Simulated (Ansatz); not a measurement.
Fields on a plane of Re (hcp, Mg type)

```
CELL_PARAMETERS angstrom
      2.77511     0.00000     0.00000
     -1.38756     2.40332     0.00000
      0.00000     0.00000     4.48300
ATOMIC_POSITIONS crystal
  Re 0.33333 0.66667 0.75000
  Re 0.66667 0.33333 0.25000
```

The slice is a (0001) plane (indices of the conventional cell) through the point (0.667, 0.333, 0.250) (fractional), spanned by u = [110] and v = [1 -1 0] in vectors of this cell: u (2.78 Å) and v (4.81 Å, at 90° to u). It covers one period; positions are fractions (u, v).

Atoms on it: Re at (0.00, 0.00); Re at (0.50, 0.50).

Computed with PBE (plane waves to 420 eV, PAW, scalar-relativistic; Ansatz, an electronic-structure program). k mesh 19×19×11. Inside the PAW spheres the values are not all-electron values, and peaks at nuclei hang on which shells count as valence. Re is run without spin polarisation. Re was relaxed with its symmetry unable to fall. Spin-orbit coupling is left out, though Re is heavy.

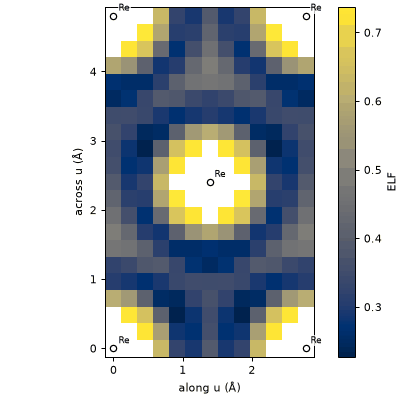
Figure: Electron localisation function (ELF), one period of the plane, atoms marked. Points within 0.5 Å of a nucleus are left white, as the pseudised field means little there.

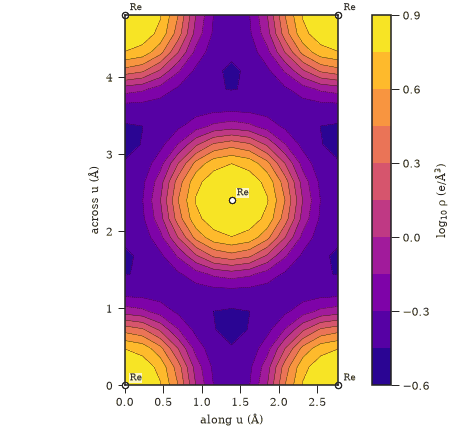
Log₁₀ of the valence density in e/Å³, one period of the plane, atoms marked. The scale is logarithmic, as a density can span decades between atoms and voids.

- Density on the Re–Re line (2.78 Å) at its midpoint: 0.41 e/Å³
- ELF at that point: 0.39
